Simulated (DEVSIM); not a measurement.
System: Mo/SiO2/p-InP capacitor, at 300 K.

| layer (left to right) | material | thickness (nm) | Na (cm⁻³) |
|---|---|---|---|
| 1 | SiO2 | 4.00 | - |
| 2 | InP | 17000 | 1.4e15 |

Metal gate on the left, work function 4.6 eV. Fixed charge at the semiconductor interface 0 cm⁻² (in units of +e); no interface traps.

This is a model device: material constants are rounded textbook-type values typed into the input, and sizes, dopings and lifetimes were drawn at random. Values at 300 K.

| parameter | SiO2 | InP |
|---|---|---|
| gap (eV) | 9 | 1.344 |
| affinity (eV) | 0.9 | 4.38 |
| permittivity | 3.9 | 12.5 |
| Nc (cm⁻³) | - | 5.7e17 |
| Nv (cm⁻³) | - | 1.1e19 |

DEVSIM, 1D Poisson equation in equilibrium, Boltzmann statistics, complete ionisation; no quantum confinement or tunnelling. Metal contacts follow the ideal Schottky-Mott rule: no Fermi-level pinning, no interface dipoles.

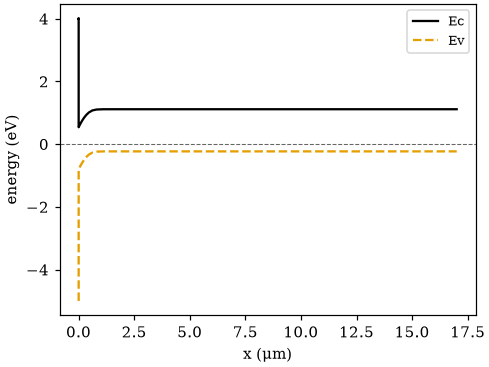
Figure: Band edges at -0.3 V on the gate

Energies count from the Fermi level of the right contact; mesh points crowd at the junctions.

```
x (μm)    Ec (eV)  Ev (eV)  n (cm⁻³)  p (cm⁻³)  field (V/cm)
--------  -------  -------  --------  --------  ------------
0.000       4.000   -5.000     < 1e2     < 1e2         48000
0.001241    4.006   -4.994     < 1e2     < 1e2         48000
0.002855    4.014   -4.986     < 1e2     < 1e2         48000
0.004040    0.539   -0.805     5.0e8    330000         15000
0.006771    0.543   -0.801     4.3e8    390000         15000
0.01233     0.551   -0.793     3.1e8    530000         15000
0.02575     0.571   -0.773     1.5e8   1100000         14000
0.07787     0.644   -0.700   8800000     1.9e7         13000
0.1902      0.781   -0.563     43000     3.9e9         11000
0.4552      1.005   -0.339     < 1e2    2.2e13          5800
1.095       1.111   -0.233     < 1e2    1.4e15            65
3.579       1.112   -0.232     < 1e2    1.4e15           ≈ 0
8.504       1.112   -0.232     < 1e2    1.4e15           ≈ 0
13.60       1.112   -0.232     < 1e2    1.4e15           ≈ 0
15.97       1.112   -0.232     < 1e2    1.4e15           ≈ 0
16.57       1.112   -0.232     < 1e2    1.4e15           ≈ 0
16.83       1.112   -0.232     < 1e2    1.4e15           ≈ 0
16.93       1.112   -0.232     < 1e2    1.4e15           ≈ 0
16.98       1.112   -0.232     < 1e2    1.4e15           ≈ 0
17.00       1.112   -0.232     < 1e2    1.4e15           ≈ 0
17.00       1.112   -0.232     < 1e2    1.4e15           ≈ 0
17.00       1.112   -0.232     < 1e2    1.4e15           ≈ 0
```
